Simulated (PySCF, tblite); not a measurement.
**C3H5B2F3: geometry, infrared bands and NMR shifts**

What infrared bands and NMR shifts should C3H5B2F3 (`C=C(F)BCB(F)F`) show?

The runs use tblite 0.8.0 and PySCF 2.14.0, with density-fitted response routines of our own; the level of theory stands in each step. All values are computed, except where a source is named. Atoms count from 0, in the outputs and in this text.

**1. The starting structure**

13 atoms, charge 0, multiplicity 1; geometry from: force field or distance geometry start.

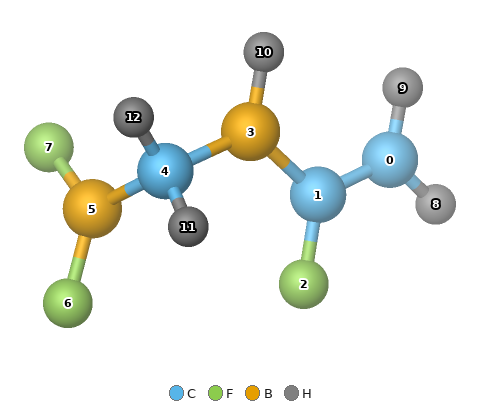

The starting geometry (carbon blue, fluorine green, boron amber, hydrogen grey), atoms numbered.

**2. Optimising the geometry with GFN2-xTB**

What the job is given:

```
{"job": {"kind": "relax", "xc": "GFN2-xTB", "basis": "xTB"}, "charge": 0, "multiplicity": 1}
C      2.432900     0.378500    -0.586800
C      1.084900     0.374900    -0.625400
F      0.437300     1.311600    -1.331100
B      0.269500    -0.712100     0.157900
C     -1.321800    -0.745600     0.124600
B     -1.927400     0.488300     0.918300
F     -2.740300     1.468600     0.236400
F     -1.679500     0.620600     2.345300
H      2.978000     1.138300    -1.131500
H      2.980100    -0.360500    -0.017200
H      0.836200    -1.568900     0.761800
H     -1.662000    -0.710400    -0.937800
H     -1.692300    -1.682800     0.588700
```

Launch:

```console
$ OMP_NUM_THREADS=1 python probes_run.py task.json out
```

This one command runs all jobs of the session in turn.

The log of the run:

```text
step      E/eV     max force
  0    -698.47534    3.632
  1    -698.88032    2.521
  2    -698.99847    3.591
  3    -699.12256    0.670
  4    -699.14666    0.389
  5    -699.16188    0.247
  6    -699.16405    0.148
  7    -699.16747    0.111
  8    -699.16823    0.109
  9    -699.16966    0.099
 10    -699.17085    0.101
 11    -699.17190    0.084
 12    -699.17302    0.092
 13    -699.17402    0.089
 14    -699.17488    0.091
 15    -699.17579    0.100
 16    -699.17701    0.099
 17    -699.17841    0.097
 18    -699.17954    0.098
 19    -699.18026    0.061
 20    -699.18078    0.057
 21    -699.18123    0.054
 22    -699.18163    0.062
 23    -699.18193    0.052
 24    -699.18218    0.048
 25    -699.18246    0.058
 26    -699.18281    0.059
 27    -699.18314    0.053
 28    -699.18338    0.033
 29    -699.18358    0.038
 30    -699.18380    0.045
 31    -699.18403    0.044
 32    -699.18421    0.032
 33    -699.18433    0.028
 34    -699.18447    0.034
 35    -699.18464    0.041
 36    -699.18482    0.038
 37    -699.18494    0.025
 38    -699.18503    0.024
 39    -699.18515    0.033
 40    -699.18535    0.051
 41    -699.18563    0.057
 42    -699.18593    0.049
 43    -699.18626    0.053
 44    -699.18674    0.064
 45    -699.18757    0.092
 46    -699.18872    0.115
 47    -699.18980    0.096
 48    -699.19049    0.064
 49    -699.19086    0.072
 50    -699.19125    0.082
 51    -699.19178    0.074
 52    -699.19320    0.076
 53    -699.19373    0.079
 54    -699.19493    0.085
 55    -699.19577    0.090
 56    -699.19604    0.111
 57    -699.19683    0.051
 58    -699.19719    0.053
 59    -699.19806    0.061
 60    -699.19888    0.084
 61    -699.20006    0.079
 62    -699.20095    0.072
 63    -699.20147    0.071
 64    -699.20194    0.070
 65    -699.20267    0.067
 66    -699.20459    0.089
 67    -699.20545    0.068
 68    -699.20599    0.064
 69    -699.20631    0.043
 70    -699.20664    0.046
 71    -699.20701    0.036
 72    -699.20719    0.036
 73    -699.20729    0.028
 74    -699.20742    0.025
 75    -699.20751    0.019
 76    -699.20755    0.018
 77    -699.20756    0.013
 78    -699.20757    0.011
 79    -699.20758    0.008
```

It took 0.38 s on 1 thread of Arm Neoverse V1, shared host; peak memory 0.24 GiB.

The steps of the relaxation: (not every step is listed)

```tsv
step	energy from step 0 (eV)	largest force (eV/Å)
0	0.0000	3.6316
1	-0.4050	2.5213
2	-0.5231	3.5915
3	-0.6472	0.6696
4	-0.6713	0.3886
5	-0.6865	0.2474
6	-0.6887	0.1482
7	-0.6921	0.1112
8	-0.6929	0.1092
14	-0.6995	0.0906
20	-0.7054	0.0566
26	-0.7075	0.0587
32	-0.7089	0.0316
38	-0.7097	0.0239
44	-0.7114	0.0641
50	-0.7159	0.0823
56	-0.7207	0.1114
62	-0.7256	0.0723
68	-0.7307	0.0645
74	-0.7321	0.0246
75	-0.7322	0.0189
76	-0.7322	0.0176
77	-0.7322	0.0132
78	-0.7322	0.0114
79	-0.7322	0.0084
```

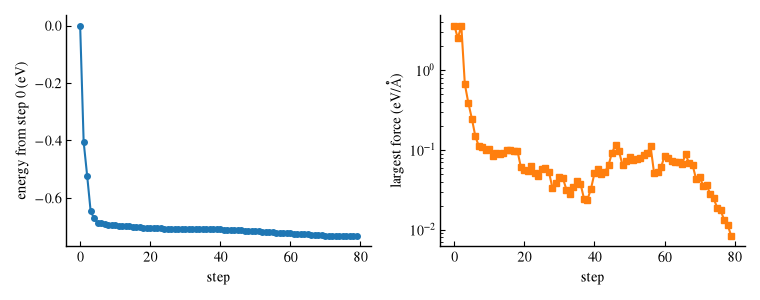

Energy and largest force along the relaxation.

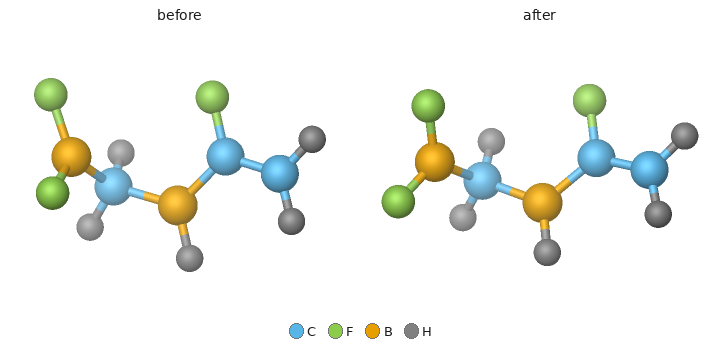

The geometry before (left) and after (right).

Close pairs (by a distance rule), those that changed most:

```tsv
bond	before (Å)	after (Å)	change (Å)
B5–F7	1.454	1.320	-0.135
B5–F6	1.445	1.316	-0.128
C4–H11	1.116	1.089	-0.027
C1–F2	1.340	1.365	+0.025
B3–H10	1.192	1.168	-0.024
C4–H12	1.110	1.089	-0.020
C1–B3	1.568	1.550	-0.018
B3–C4	1.592	1.575	-0.017
```

The final coordinates are the input of the step that follows.

**3. Vibrational analysis with GFN2-xTB**

What the job is given:

```
{"job": {"kind": "ir", "xc": "GFN2-xTB", "basis": "xTB"}, "charge": 0, "multiplicity": 1}
C      2.445018     0.387620    -0.667158
C      1.120306     0.235489    -0.709471
F      0.472485     0.895452    -1.713443
B      0.253303    -0.612288     0.256365
C     -1.309571    -0.660775     0.071453
B     -1.967158     0.385226     1.046805
F     -2.266655     1.618587     0.697614
F     -2.245975     0.109043     2.306814
H      2.972087     0.999527    -1.381301
H      3.022671    -0.102674     0.093419
H      0.781123    -1.192936     1.120935
H     -1.592226    -0.414019    -0.950864
H     -1.689795    -1.647767     0.331939
```

The log of the run:

```text
mode    cm-1     km/mol
  1      28.2      0.79
  2      33.5      0.47
  3      52.1      2.62
  4     159.8      0.61
  5     169.2      4.48
  6     305.8      0.65
  7     367.0      8.48
  8     401.9      2.88
  9     434.6     34.26
 10     491.3      3.70
 11     513.8     38.02
 12     697.7     29.21
 13     710.3      1.46
 14     750.9     54.68
 15     779.8     19.47
 16     848.3     33.99
 17     905.3     37.38
 18     923.1     19.33
 19     947.3      4.99
 20    1037.5    146.00
 21    1098.8     76.14
 22    1130.0    296.10
 23    1231.5    217.07
 24    1246.8    452.98
 25    1285.1    419.22
 26    1363.1     17.17
 27    1442.9      6.61
 28    1626.2     46.55
 29    2673.7     90.66
 30    3001.3      5.48
 31    3016.0     12.42
 32    3105.7      3.80
 33    3164.4      9.26
```

It took 0.31 s on 1 thread of Arm Neoverse V1, shared host; peak memory 0.24 GiB.

Which atoms move in the most intense modes:

```tsv
cm⁻¹	km/mol	atoms
751	54.7	B3 22 %, C4 19 %, H12 14 %
1038	146.0	H12 32 %, H11 22 %, B3 22 %, C4 19 %
1099	76.1	H11 28 %, H12 27 %, B3 17 %, H10 10 %
1130	296.1	H11 30 %, H10 18 %, C4 15 %, B3 12 %
1232	217.1	C1 47 %, B3 24 %
1247	453.0	B5 69 %, F7 14 %
1285	419.2	B5 69 %, F6 15 %
2674	90.7	H10 92 %
```

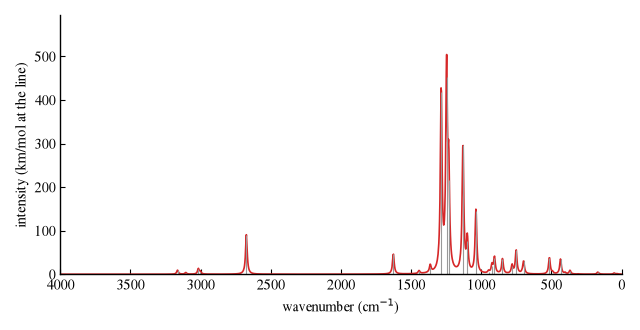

The infrared spectrum from these modes, unscaled. Lines are broadened to a width of 14 cm⁻¹ (Lorentzian).

**4. Nuclear shieldings: PBE0/pcSseg-1**

The job, as its differences from that of step 3:

```diff
@@ -1,2 +1,2 @@
-{"job": {"kind": "ir", "xc": "GFN2-xTB", "basis": "xTB"}, "charge": 0, "multiplicity": 1}
+{"job": {"kind": "nmr", "xc": "PBE0", "basis": "pcSseg-1"}, "charge": 0, "multiplicity": 1}
 C      2.445018     0.387620    -0.667158
```

Level: GIAO PBE0/pcSseg-1 NMR shielding, non-relativistic, gas phase.

The log of the run:

```text
coarse grid: 11792 points
cycle   1  E = -465.9706158304  dE =  8.686e-01  |g| = 7.504e-01  |ddm| = 3.151e+00
cycle   2  E = -465.9137804328  dE =  5.684e-02  |g| = 1.011e+00  |ddm| = 9.760e-01
cycle   3  E = -466.0652592765  dE = -1.515e-01  |g| = 8.023e-02  |ddm| = 5.587e-01
cycle   4  E = -466.0665024834  dE = -1.243e-03  |g| = 3.128e-02  |ddm| = 7.667e-02
cycle   5  E = -466.0667122792  dE = -2.098e-04  |g| = 7.858e-03  |ddm| = 2.492e-02
cycle   6  E = -466.0667218323  dE = -9.553e-06  |g| = 3.498e-03  |ddm| = 6.798e-03
cycle   7  E = -466.0667247818  dE = -2.950e-06  |g| = 8.725e-04  |ddm| = 2.878e-03
final grid: 117712 points
cycle   8  E = -466.1264655308  dE = -6.271e-05  |g| = 7.935e-03  |ddm| = 2.204e-02
cycle   9  E = -466.1264586230  dE =  6.908e-06  |g| = 1.026e-02  |ddm| = 1.169e-02
cycle  10  E = -466.1264789747  dE = -2.035e-05  |g| = 1.488e-03  |ddm| = 6.551e-03
cycle  11  E = -466.1264793841  dE = -4.094e-07  |g| = 3.172e-04  |ddm| = 1.321e-03
cycle  12  E = -466.1264794035  dE = -1.940e-08  |g| = 1.496e-04  |ddm| = 3.092e-04
cycle  13  E = -466.1264794086  dE = -5.043e-09  |g| = 3.165e-05  |ddm| = 1.105e-04
cycle  14  E = -466.1264794088  dE = -2.494e-10  |g| = 6.525e-06  |ddm| = 2.653e-05
converged SCF energy = -466.1264794088

GIAO shielding tensors (ppm)
atom      isotropic    diamagn.    paramagn.     s11        s22        s33       span
  0 C       53.014     255.804    -202.790    -55.290     61.401    152.933    208.223
  1 C       -0.714     254.595    -255.309   -111.379     34.969     74.268    185.648
  2 F      272.947     477.119    -204.172    146.201    276.034    396.606    250.405
  3 B       29.960     193.011    -163.052    -38.825     10.187    118.518    157.343
  4 C      164.209     259.717     -95.507    115.560    169.064    208.004     92.444
  5 B       73.871     192.832    -118.960     50.619     79.423     91.571     40.952
  6 F      229.500     468.224    -238.724     47.030    289.133    352.336    305.306
  7 F      231.273     466.133    -234.860     49.144    290.790    353.884    304.740
  8 H       25.294      29.075      -3.781     22.151     24.688     29.044      6.893
  9 H       25.805      30.716      -4.910     22.888     25.520     29.008      6.120
 10 H       24.921      31.691      -6.770     19.689     26.417     28.656      8.967
 11 H       29.335      32.936      -3.601     26.124     28.604     33.275      7.152
 12 H       29.814      30.283      -0.469     26.708     27.638     35.096      8.388
```

Run time: 26 s. Hardware: 1 thread of Arm Neoverse V1, shared host; peak memory 0.84 GiB.

Shifts follow as δ = σ(reference) − σ, with reference shieldings (ppm) from runs at the same level and on the same kind of geometry: 1H TMS 31.72, 13C TMS 186.9, 19F CFCl3 170.9, 11B BF3·OEt2 100.1. The references are single molecules in the gas phase, so shifts against H2O, NH3, PH3, H3PO4 or CFCl3 are not on the usual liquid scales and can be off by tens of ppm. Atoms listed in one row are averaged.

```tsv
atoms	environment	σ (ppm)	δ (ppm)	δ scaled to CDCl3
C1	fully substituted alkene carbon	-0.7	187.6	181.2
C0	terminal =CH2 carbon	53.0	133.9	128.8
C4	sp3 CH2 bonded to 2 B	164.2	22.7	20.3
H10	hydrogen on a boron bonded to 2 C	24.92	6.80	–
H8	hydrogen on a terminal =CH2 carbon	25.29	6.42	6.16
H9	hydrogen on a terminal =CH2 carbon	25.81	5.91	5.68
H11, H12	hydrogen on an sp3 CH2 bonded to 2 B	29.57	2.14	2.13
F6, F7	fluorine bonded to B	230.4	-59.4	–
F2	vinylic fluorine	272.9	-102.0	–
B3	boron bonded to 2 C, H	30.0	70.1	–
B5	boron bonded to C, 2 F	73.9	26.2	–
```

The scaled column applies a straight-line fit of computed shieldings to shifts measured in CDCl3, and one for carbons that bear F (root-mean-square error 0.16 ppm for H, 1.9 ppm for C).

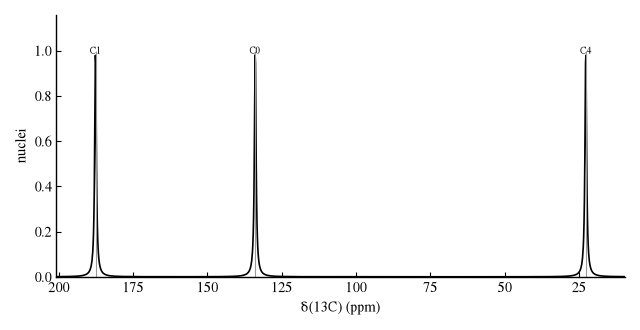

13C lines at the computed shifts, without couplings. Lines are broadened to a width of 0.66 ppm (Lorentzian).

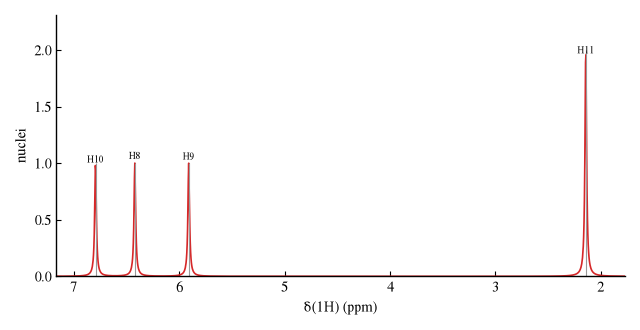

1H lines at the computed shifts, without couplings. Lines are broadened to a width of 0.02 ppm (Lorentzian).

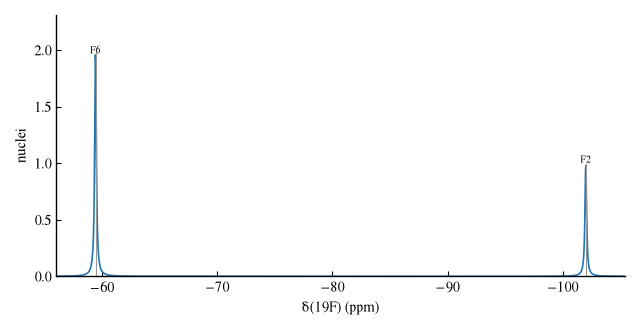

19F lines at the computed shifts, without couplings. Lines are broadened to a width of 0.17 ppm (Lorentzian).

Charges from the same density, by scheme (e):

```tsv
atoms	Mulliken	IAO	Hirshfeld	ESP fit
C0	-0.15	-0.29	-0.08	-0.52
C1	0.04	0.17	0.02	0.20
F2	-0.30	-0.28	-0.09	-0.20
B3	0.27	0.14	0.15	0.33
C4	-0.67	-0.60	-0.22	-0.60
B5	0.76	0.75	0.32	0.74
F6, F7	-0.28	-0.31	-0.14	-0.30
```

IAO charges:

C0 -0.29; C1 0.17; F2 -0.28; B3 0.14; C4 -0.60; B5 0.75; F6 -0.31; F7 -0.32; H8 0.17; H9 0.17; H10 0.02; H11 0.18; H12 0.19

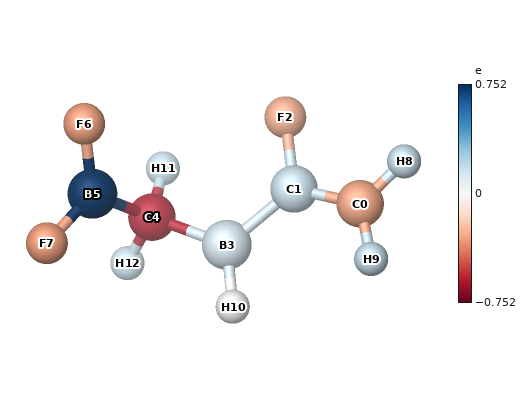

IAO charges, as colours on the atoms.

Mayer bond orders: C0–C1 1.84, C1–F2 0.87, C1–B3 1.01, B3–C4 1.02, C4–B5 0.97, B5–F6 1.13, B5–F7 1.11.

The fields below are evaluated on a grid from the run's orbitals.

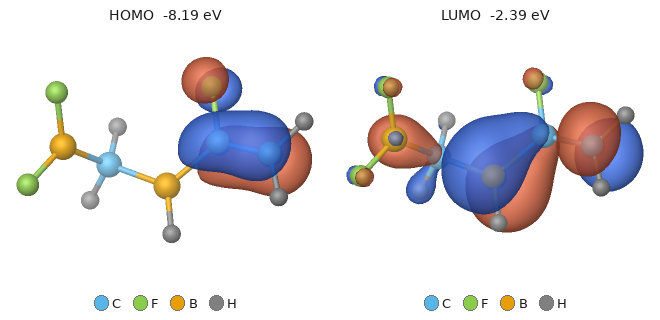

PBE0/pcSseg-1 orbitals near the gap, drawn at the value that encloses 70 % of each; the two colours are the two signs.

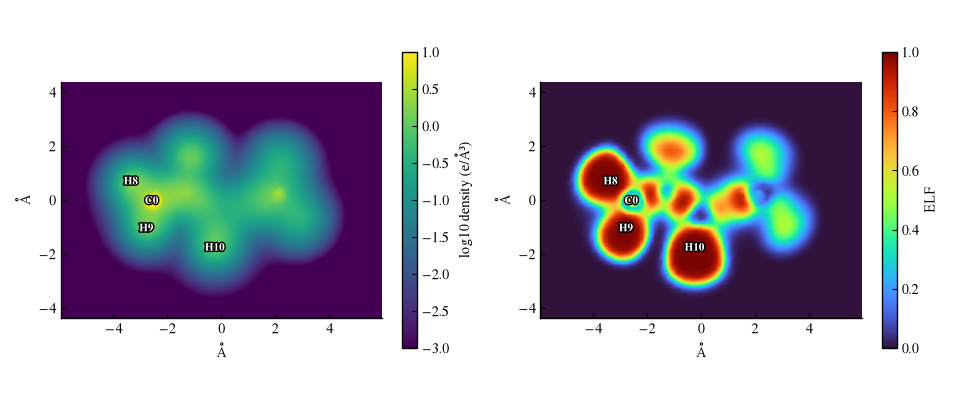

Density (left) and ELF (right) in a plane through or near 4 of the atoms.

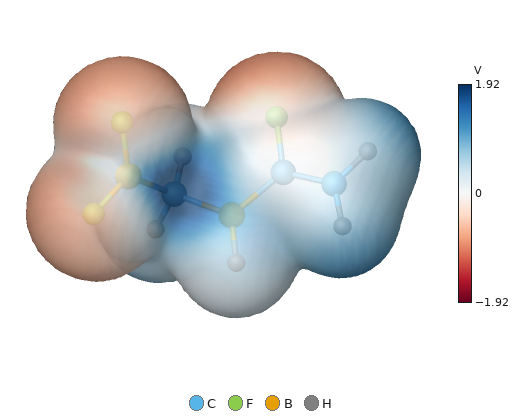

The potential that a unit positive charge feels on the 0.002 e/bohr³ surface, from -0.82 V near F2 to 1.92 V near B5.

**5. What came out**

```
                                                                 quantity                       value
                                strongest single infrared mode (GFN2-xTB)       1247 cm⁻¹, 453 km/mol
                                             zero-point energy (GFN2-xTB)               51.4 kcal/mol
                                   13C shifts against TMS (PBE0/pcSseg-1)      187.6, 133.9, 22.7 ppm
   1H shifts against TMS (PBE0/pcSseg-1, means over atoms taken as alike)  6.80, 6.42, 5.91, 2.14 ppm
19F shifts against CFCl3 (PBE0/pcSseg-1, means over atoms taken as alike)           -59.4, -102.0 ppm
                              11B shifts against BF3·OEt2 (PBE0/pcSseg-1)              70.1, 26.2 ppm
                                    surface potential, least and greatest          -0.82 V and 1.92 V
```

Over 79 steps the energy fell by 0.732 eV; of the close pairs, B5–F7 changed most, 1.454 to 1.320 Å. No mode is imaginary among the 33: a minimum at this level. The strongest single mode, at 1247 cm⁻¹, moves mainly B5. GFN2-xTB is a fitted tight-binding method: band positions and strengths are rough. Its intensities can rank the bands wrongly. At PBE0/pcSseg-1: The widest tensor belongs to F6, F7: span 305 ppm, with a paramagnetic part of -237 ppm. At PBE0/pcSseg-1, counted by nearest atom on the grid, the HOMO lies on C0, C1 about 33 % each; F2 17 %, the LUMO on B3 39 %; C0 20 %.
